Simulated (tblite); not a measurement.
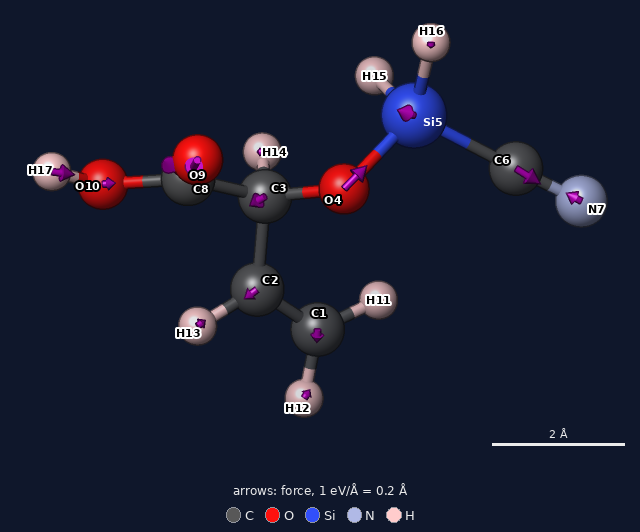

Starting geometry of C$_{5}$H$_{7}$NO$_{3}$Si with the computed forces as purple arrows. A ball-and-stick model, seen at a tilt.

Computed with GFN2-xTB geometry optimisation, gas phase (tblite 0.8.0). 

### What follows when this structure is relaxed?

It isn't relaxed: the largest force vector, on C8, is 5.17 eV/Å. The final displacements have little in common with the starting forces (cosine between the two patterns 0.14). After 201 geometry steps the energy has fallen by 1.207 eV. The largest move after the best rigid fit is that of H16, 2.18 Å. Largest moves by element: H 2.18 Å, O 1.57 Å, N 1.18 Å, C 0.80 Å, Si 0.40 Å. Some distances before and after: Si5–O9 3.990 → 2.541 Å, C8–O10 1.396 → 1.325 Å, O4–Si5 1.691 → 1.631 Å, C8–O9 1.255 → 1.203 Å. Bond angles that change, for instance: O4–Si5–C6 111.1° → 96.6°, C3–O4–Si5 114.9° → 129.0°, H15–Si5–H16 107.0° → 116.2°. Groups turn about C3–O4 by about 140°, O4–Si5 by about 70°, C2–C3 by about 60°. Cost: 2.9 s on 1 thread of Arm Neoverse N1 (shared host).
